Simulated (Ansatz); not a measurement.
| atom | x (Å) | y (Å) | z (Å) |
| --- | --- | --- | --- |
| C | -1.5813 | 1.9974 | 1.8732 |
| Al | 0.7078 | 0.0440 | 1.6969 |
| N | -0.1087 | 1.9340 | 1.9980 |
| H | -1.9825 | 3.0181 | 2.0391 |
| H | -1.8676 | 1.6504 | 0.8623 |
| H | -2.0306 | 1.3026 | 2.6079 |
| H | 0.1880 | 2.2590 | 2.9304 |
| H | 0.3376 | 2.5787 | 1.3285 |
| H | 2.2695 | 0.4063 | 1.9135 |
| H | 0.2017 | -0.2185 | 0.1829 |
| H | -0.0479 | -0.7566 | 2.8825 |

Geometry: PBE-D3(BJ)/def2-SVP.

All numbers below come from Ansatz 0.2.0, isolated molecule in a Gaussian basis; Kohn-Sham density functional theory, functional PBE0.

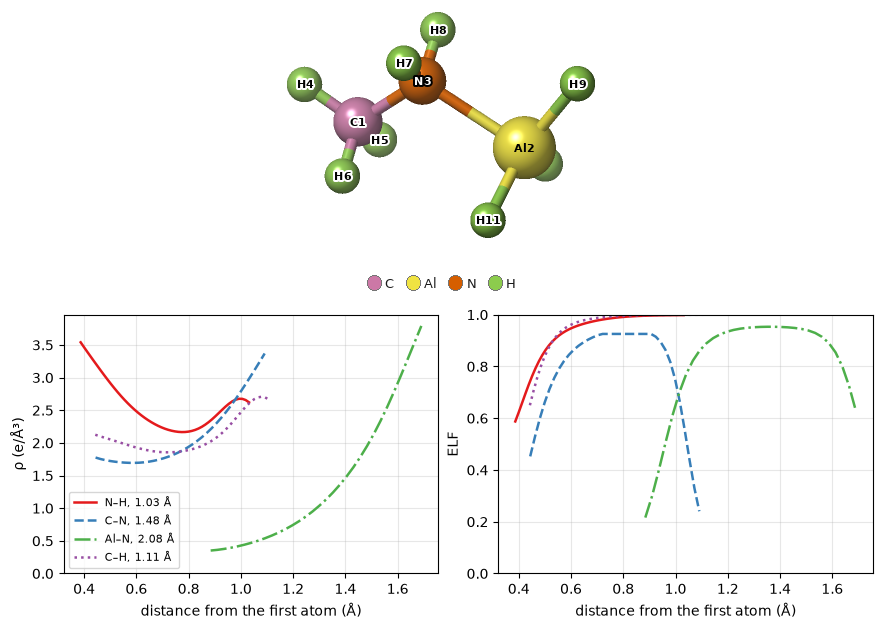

CH$_{8}$AlN (SMILES C[NH2+][AlH3-]). Total electron density and ELF along straight lines between neighbouring atoms. The curves leave out the atomic cores. The structure is drawn too.

> What can be read from the curves?

N–H (1.03 Å): ρ at the midpoint is about 2.8 e/Å³; the ELF climbs to about 1 towards the hydrogen, as it does in any bond to H; an ordinary covalent bond to hydrogen.
C–N (1.48 Å): the density is about 1.8 e/Å³ at the midpoint; the ELF peaks at about 0.95 between the atoms, as expected for a shared electron pair.
Al–N (2.08 Å): ρ is about 0.47 e/Å³ halfway; the ELF peaks at about 0.95 in the valence shell of N, 0.7 Å from its nucleus, and is about 0.75 at the midpoint.
C–H (1.11 Å): ρ is about 2 e/Å³ halfway; the ELF climbs to about 1 towards the hydrogen: a covalent bond by its length.
